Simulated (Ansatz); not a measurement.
# singlet SiNH4O+: levels of theory compared

We compute a comparison of 6 runs (B2PLYP/6-311+G**, BHLYP/6-311+G**, BLYP/6-311+G**, PBE/6-311+G**, PBE0/6-311+G**, CCSD/6-311+G**) of singlet SiNH4O+. 

Program for the calculation: Ansatz 0.2.0.

53 further runs of the same task are left out: 53 set aside as unsound or not needed.

**1. Starting point**

The species is SiNH4O+ (7 atoms), meant as a singlet with charge +1. As SMILES of the parent species, `N[SiH]O`. Geometry: relaxed at PBE0-D4/def2-TZVP. This is one conformer, not always the lowest. That shape belongs to the parent species and isn't relaxed for this state.

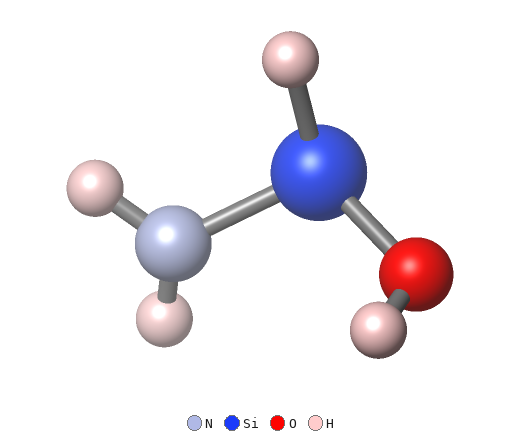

The structure, seen from a chosen angle (nitrogen light blue, silicon blue, oxygen red, hydrogen pink).

**2. The energy at B2PLYP/6-311+G(d,p) (run 1)**

run.yaml reads:

```yaml
crystal:
  periodic: [false, false, false]
  atoms:
    - {symbol: N, position_ang: [-0.694900, 0.548300, -0.575200]}
    - {symbol: Si, position_ang: [0.293100, 0.159000, 0.781300]}
    - {symbol: O, position_ang: [1.622900, -0.672400, 0.270300]}
    - {symbol: H, position_ang: [-0.355900, 1.168100, -1.294800]}
    - {symbol: H, position_ang: [-1.685800, 0.673200, -0.432900]}
    - {symbol: H, position_ang: [-0.599100, -0.661900, 1.664700]}
    - {symbol: H, position_ang: [1.480900, -1.282400, -0.459000]}
basis:
  gaussian: {orbitals: 6-311+G_st__st_-spherical.json}
magnetization: {spin_polarized: false, initial_magnetization: 0}
correlation: {frozen_orbitals: {H: 0, "N": 1, O: 1, Si: 5}}
output: {orbitals: {seedname: orbitals}}
total_charge: 1
accuracy: high
hamiltonian: {xc: {name: B2PLYP}}
```

The basis set 6-311+G** is read from a file made from the Basis Set Exchange's data (not shown).

Run with:

```bash
$ ansatz run run.yaml --threads 1 --pin off --max-ram 3480MiB --events-out events.jsonl --progress --plain --runs-dir runs
```

Standard output:

```text
Warning: RAYON_NUM_THREADS=1 ignored (pool sized by the plan → 1); use --threads N
Functional definition: B2PLYP
  name "B2PLYP"
  parameter a = 0.53
  parameter c = 0.27
  exchange = (1 - a)*b88_x + a*exact_x
  correlation = (1 - c)*lyp_c + c*(mp2_os + mp2_ss)
1830 factors; integrals over basis functions are off by at most 4.2e-9 eV
mean field evaluation 1: about -11446.3410 eV, gradient 9.8e1 eV
mean field evaluation 2: about -11446.3424 eV, gradient 9.8e1 eV
mean field evaluation 4: about -11462.2392 eV, gradient 1.7e1 eV
mean field evaluation 8: about -11463.0316 eV, gradient 4.7e-1 eV
mean field evaluation 16: about -11463.0325 eV, gradient 2.5e-4 eV
mean field -11463.03254282 eV, -421.2586760259 hartree, gradient 4.4e-8 eV, S^2 0.000000; 0 other end points of the search recorded, 0 dependent functions left out
7 core orbitals not correlated: weight in the atoms' cores, before any rotation towards them, 1.000 or more for the frozen orbitals, at most 0.000 for the correlated occupied ones
reference -11463.03256996 eV, -421.2586770235 hartree; 9, 9 occupied and 82, 82 virtual orbitals, 1830 factors
second order -16.12820011 eV of doubles, -0.00000000 eV of singles
Total energy: -11467.38718399 eV, -421.4187061374 hartree
```

It took 5.4 s on 1 thread of Intel Xeon 6975P-C (Granite Rapids), shared host; peak memory 0.34 GiB.

**3. The energy at BHLYP/6-311+G(d,p) (run 2)**

run.yaml reads:

```yaml
crystal:
  periodic: [false, false, false]
  atoms:
    - {symbol: "N", position_ang: [-0.694900, 0.548300, -0.575200]}
    - {symbol: Si, position_ang: [0.293100, 0.159000, 0.781300]}
    - {symbol: O, position_ang: [1.622900, -0.672400, 0.270300]}
    - {symbol: H, position_ang: [-0.355900, 1.168100, -1.294800]}
    - {symbol: H, position_ang: [-1.685800, 0.673200, -0.432900]}
    - {symbol: H, position_ang: [-0.599100, -0.661900, 1.664700]}
    - {symbol: H, position_ang: [1.480900, -1.282400, -0.459000]}
basis:
  gaussian:
    orbitals: 6-311+G_st__st_-spherical.json
total_charge: 1
hamiltonian:
  xc: {name: BHLYP}
accuracy: high
output:
  orbitals: {seedname: orbitals}
```

The basis set 6-311+G** is read from a file made from the Basis Set Exchange's data (not shown).

Run with:

```bash
$ ansatz run run.yaml --threads 1 --pin off --max-ram 3480MiB --events-out events.jsonl --progress --plain --runs-dir runs
```

Standard output:

```text
Warning: RAYON_NUM_THREADS=1 ignored (pool sized by the plan → 1); use --threads N
Functional definition: BHLYP
  name "BHLYP"
  parameter a = 0.5
[... 1 set-up line as earlier in the session ...]
  correlation = lyp_c
1830 factors; integrals over basis functions are off by at most 4.2e-9 eV
mean field evaluation 1: about -11454.3041 eV, gradient 1.0e2 eV
mean field evaluation 2: about -11429.8879 eV, gradient 1.3e2 eV
mean field evaluation 4: about -11471.5820 eV, gradient 1.1e1 eV
mean field evaluation 8: about -11471.7963 eV, gradient 5.6e-1 eV
mean field evaluation 16: about -11471.7973 eV, gradient 5.4e-5 eV
mean field -11471.79727458 eV, -421.5807739775 hartree, gradient 2.2e-8 eV, S^2 0.000000; 0 other end points of the search recorded, 0 dependent functions left out
reference -11471.79730358 eV, -421.5807750429 hartree; 16, 16 occupied and 82, 82 virtual orbitals, 1830 factors
Total energy: -11471.79730358 eV, -421.5807750429 hartree
```

Run time: 3.6 s. Hardware: 1 thread of Intel Xeon 6975P-C (Granite Rapids), shared host; peak memory 0.28 GiB.

**4. The energy at BLYP/6-311+G(d,p) (run 3)**

in.yaml reads:

```yaml
crystal:
  periodic: [false, false, false]
  atoms:
    - {symbol: "N", position_ang: [-0.694900, 0.548300, -0.575200]}
    - {symbol: Si, position_ang: [0.293100, 0.159000, 0.781300]}
    - {symbol: O, position_ang: [1.622900, -0.672400, 0.270300]}
    - {symbol: H, position_ang: [-0.355900, 1.168100, -1.294800]}
    - {symbol: H, position_ang: [-1.685800, 0.673200, -0.432900]}
    - {symbol: H, position_ang: [-0.599100, -0.661900, 1.664700]}
    - {symbol: H, position_ang: [1.480900, -1.282400, -0.459000]}
basis:
  gaussian: {orbitals: 6-311+G_st__st_-spherical.json}
total_charge: 1
hamiltonian: {xc: {name: BLYP}}
accuracy: high
output: {orbitals: {seedname: orbitals}}
```

The basis set 6-311+G** is read from a file made from the Basis Set Exchange's data (not shown).

Run with:

```bash
$ ansatz run in.yaml --threads 1 --pin off --max-ram 3480MiB --events-out events.jsonl --progress --plain --runs-dir runs
```

Standard output:

```text
Warning: RAYON_NUM_THREADS=1 ignored (pool sized by the plan → 1); use --threads N
Functional definition: BLYP
  name "BLYP"
  parameter beta = 0.0042
  parameter a = 0.04918
  parameter b = 0.132
  parameter c = 0.2533
  parameter d = 0.349
  exchange = b88_x(beta = beta)
  correlation = lyp_c(a = a, b = b, c = c, d = d)
1830 factors; integrals over basis functions are off by at most 4.2e-9 eV
mean field evaluation 1: about -11439.9949 eV, gradient 1.4e2 eV
mean field evaluation 2: about -11268.5714 eV, gradient 2.5e2 eV
mean field evaluation 4: about -11467.3456 eV, gradient 5.6e1 eV
mean field evaluation 8: about -11473.2784 eV, gradient 3.3e-1 eV
mean field evaluation 16: about -11473.2734 eV, gradient 9.8e-5 eV
mean field -11473.27335901 eV, -421.6350190797 hartree, gradient 1.0e-8 eV, S^2 0.000000; 0 other end points of the search recorded, 0 dependent functions left out
reference -11473.27341556 eV, -421.6350211578 hartree; 16, 16 occupied and 82, 82 virtual orbitals, 1830 factors
Total energy: -11473.27341556 eV, -421.6350211578 hartree
```

It took 3.3 s on 1 thread of Intel Xeon 6975P-C (Granite Rapids), shared host; peak memory 0.24 GiB.

Runs 4 to 5 aren't shown in full; the table further down has their settings and results.

**5. A single-point energy at CCSD/6-311+G(d,p) (run 6)**

molecule.yaml reads:

```yaml
crystal:
  periodic: [false, false, false]
  atoms:
    - {symbol: N, position_ang: [-0.694900, 0.548300, -0.575200]}
    - {symbol: Si, position_ang: [0.293100, 0.159000, 0.781300]}
    - {symbol: O, position_ang: [1.622900, -0.672400, 0.270300]}
    - {symbol: H, position_ang: [-0.355900, 1.168100, -1.294800]}
    - {symbol: H, position_ang: [-1.685800, 0.673200, -0.432900]}
    - {symbol: H, position_ang: [-0.599100, -0.661900, 1.664700]}
    - {symbol: H, position_ang: [1.480900, -1.282400, -0.459000]}
basis:
  gaussian:
    orbitals: 6-311+G_st__st_-spherical.json
accuracy: high
total_charge: 1
correlation:
  method: ccsd
  frozen_orbitals: {H: 0, "N": 1, O: 1, Si: 5}
scf:
  omitted_lower_state_checks: [cluster_reference, increment]
magnetization:
  spin_polarized: false
```

The basis set 6-311+G** is read from a file made from the Basis Set Exchange's data (not shown).

Run with:

```bash
$ ansatz run molecule.yaml --threads 1 --pin off --max-ram 3480MiB --events-out events.jsonl --progress --plain --runs-dir runs
```

Standard output, shortened:

```text
Warning: RAYON_NUM_THREADS=1 ignored (pool sized by the plan → 1); use --threads N
Functional definition: HF
  name "HF"
[...]
1830 factors; integrals over basis functions are off by at most 4.2e-9 eV
[...]
mean field -11438.77096147 eV, -420.3670793567 hartree, gradient 5.5e-8 eV, S^2 0.000000; 1 other end points of the search recorded, 0 dependent functions left out
7 core orbitals not correlated: weight in the atoms' cores, before any rotation towards them, 1.000 or more for the frozen orbitals, at most 0.000 for the correlated occupied ones
reference -11438.77096147 eV, -420.3670793567 hartree; 9, 9 occupied and 82, 82 virtual orbitals, 1830 factors
second order -13.01087832 eV of doubles, -0.00000000 eV of singles
cycle   1  -13.09631439 eV  change   -8.5e-2 eV  update   1.0e-1
[...]
cycle  25  -13.59255662 eV  change   7.0e-10 eV  update   1.8e-9
Total energy: -11452.36351809 eV, -420.8665965990 hartree
Checks for a lower state left out: cluster_reference, increment
```

Run time: 12 s. Hardware: 1 thread of Intel Xeon 6975P-C (Granite Rapids), shared host; peak memory 0.69 GiB.

**6. The series**

```
run             level  frozen core orbitals  energy (Eh)  HOMO energy (eV)  LUMO energy (eV)  HOMO–LUMO gap (eV)  wall time
  1  B2PLYP/6-311+G**                     7  -421.418706            -16.10             -8.89                7.22      5.4 s
  2   BHLYP/6-311+G**                     –  -421.580775            -16.17             -9.19                6.97      3.6 s
  3    BLYP/6-311+G**                     –  -421.635021            -13.50            -10.76                2.74      3.3 s
  4     PBE/6-311+G**                     –  -421.362955            -13.62            -10.83                2.79      2.7 s
  5    PBE0/6-311+G**                     –  -421.384432            -14.95            -10.05                4.91      3.3 s
  6    CCSD/6-311+G**                     7  -420.866597                 –                 –                   –       12 s
```

**7. Results**

```
                                          quantity          value
                               run 6: total energy  -420.86660 Eh
run 6: correlation energy (7 core orbitals frozen)     -499.5 mEh
                              run 6: T1 diagnostic          0.023
```

In words: Over runs 1, 2, 3, 4, 5 the HOMO–LUMO gap runs from 2.74 eV (BLYP/6-311+G**) to 7.22 eV (B2PLYP/6-311+G**). A double hybrid's value is that of its SCF part. Totals of different functionals can't be ranked against each other. All runs together took 30 s, the longest 12 s.
